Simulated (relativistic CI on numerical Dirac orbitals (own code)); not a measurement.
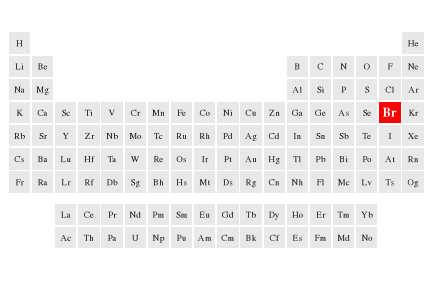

**Figure 1.** The place of bromine in the periodic table.

**Run report: Br, relativistic CI calculation**

- system: Br.
- method: Dirac-Coulomb-Breit CI, KLI orbitals optimised for each configuration, model QED (radiative potential, 1s self-energy scaled to tabulated hydrogen-like ionisation energies), numerical settings as typed (relativistic CI on numerical Dirac orbitals, in-house)

The input:
```
atom Br  Z=35  charge=0  electrons=35
nucleus A=79  rms_radius_fm=4.1629
hamiltonian dirac-coulomb  breit=on  qed=on  c_scale=1
orbitals kli  potential=per-configuration
slater_scale 1
correlation none
mixing on
grid step=0.0125 r_max=201.2
scf mixing=0.4 start=green max_iterations=2 tolerance=2e-08 node_fill=0.05
configurations
  [Ar] 3d10 4s2 4p5
  [Ar] 3d10 4s2 4p4 4d
  [Ar] 3d10 4s2 4p4 5s
end
```

Launched within a batch (the task file carries these settings):
```bash
python <driver script> task.json out
```

The program writes its results to a structured record and prints no log; tables and figures of this report are taken from that record.

Outcome:

```tsv
quantity	value
outcome	not converged
hardware	1 CPU thread, shared host
```

Diagnosis:

This input holds a deliberate fault: iterations. The run did not meet its convergence test, so its last values are not results. Caveats: SCF of 1s2 2s2 2p6 3s2 3p6 3d10 4s2 4p5 did not converge.
